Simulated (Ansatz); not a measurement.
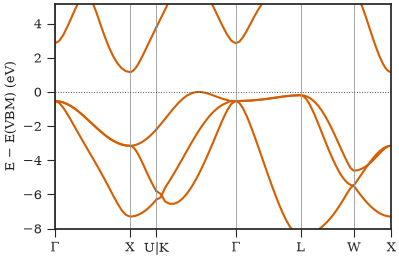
Figure: Band structure from DFT-r²SCAN in the program Ansatz with PAW potentials

Question: Read off the gap and where the band edges lie.

Answer: About 1.2 eV (1.16 eV by a search for the band edges); maximum on the K–Γ line, 53 % of the way from K, minimum at X.

Question: Which of these materials gives this?
(A) LaAs, rock salt
(B) CdS, zinc blende
(C) GaN, rock salt

Answer: C, GaN, rock salt

Space group Fm-3m (rock salt). This is a known high-pressure phase of the composition, computed here at zero pressure and temperature. The r²SCAN relaxation kept the symmetry of its start; its stability against distortions is not shown here. Scalar-relativistic: spin–orbit coupling is off unless named, which matters more the heavier the elements.

Potentials: the later of the program's two PAW sets.
